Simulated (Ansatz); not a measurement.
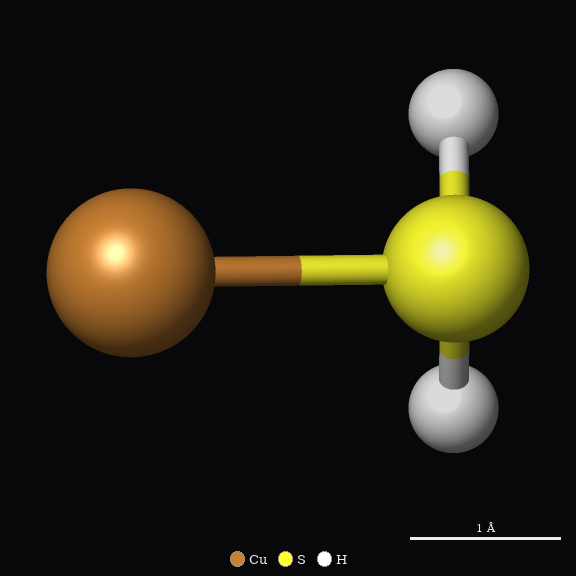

A ball-and-stick model of a molecule. Every bond is drawn as one stick, whatever its order.

The species has charge +1 and is a spin singlet.

Count the atoms of each element.

CuH₂S⁺, 4 atoms: 1 copper, 2 hydrogen and 1 sulfur.

Count the bonded pairs by element.

2 S–H, 1 Cu–S. Sticks follow a distance rule.

More results for the same structure follow; atom numbers are the same in all pictures, views and colours differ. The computed structure is the end point of a PBE0-D4/def2-TZVP optimisation.

### Geometry

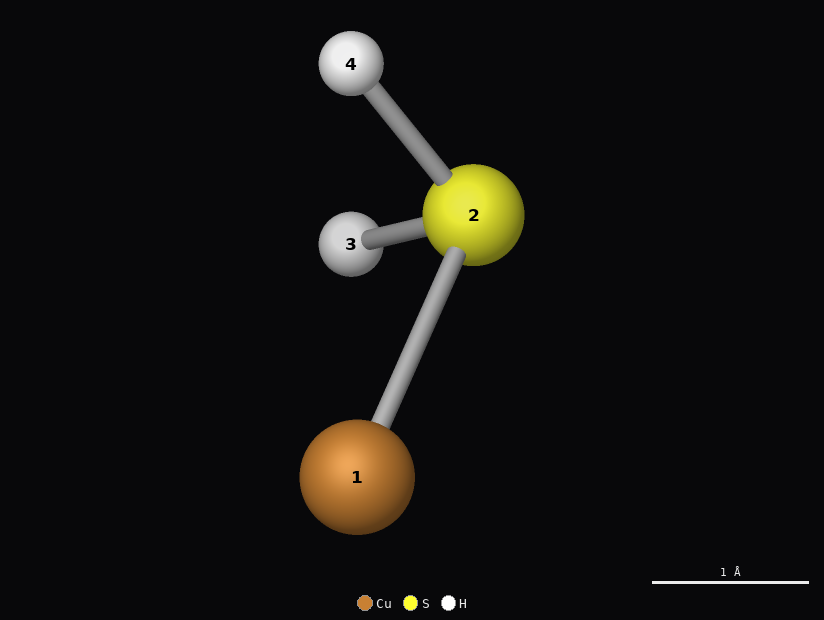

List the bonds and their lengths.

```tsv
bond	length (Å)
Cu1–S2	2.220
S2–H3	1.350
S2–H4	1.350
```

### Electronic properties

Method: RKS PBE0-D4/def2-TZVPPD (Ansatz 0.2.0).

Give the HOMO energy (Kohn–Sham orbital) at this level.

−13.71 eV.

What is the HOMO–LUMO gap?

5.86 eV.

### Vibrations

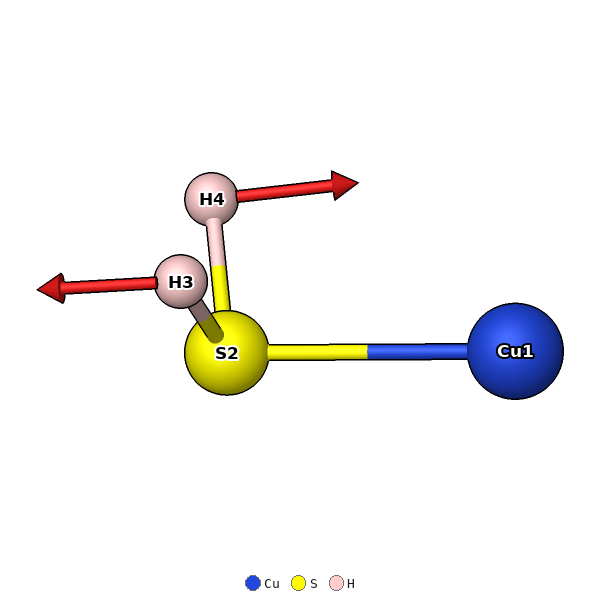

The arrows show one normal mode. Harmonic vibrations computed with RKS PBE0-D4/def2-TZVP (Ansatz 0.2.0) at a stationary point of the same level.

What kind of motion is it?

Mostly Cu–S–H bending.

Estimate its harmonic wavenumber.

585 cm⁻¹; it is mode 3 of 6 counted from the lowest.

### Charges

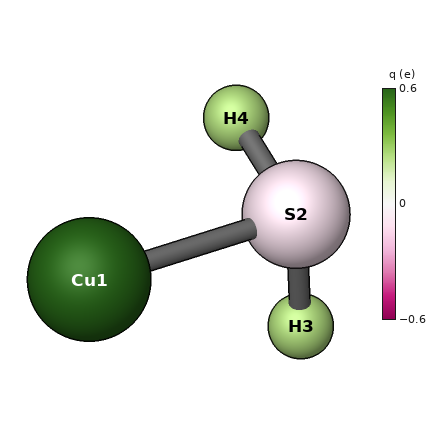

Atoms are coloured by their Mulliken charges. Method: RKS PBE0-D4/def2-TZVP (Ansatz 0.2.0).

Give the Mulliken charges atom by atom.

```tsv
atom	value (e)
Cu1	0.59
S2	−0.10
H3	0.25
H4	0.25
```

Mulliken values depend strongly on the basis set and can even reverse the polarity of a bond.
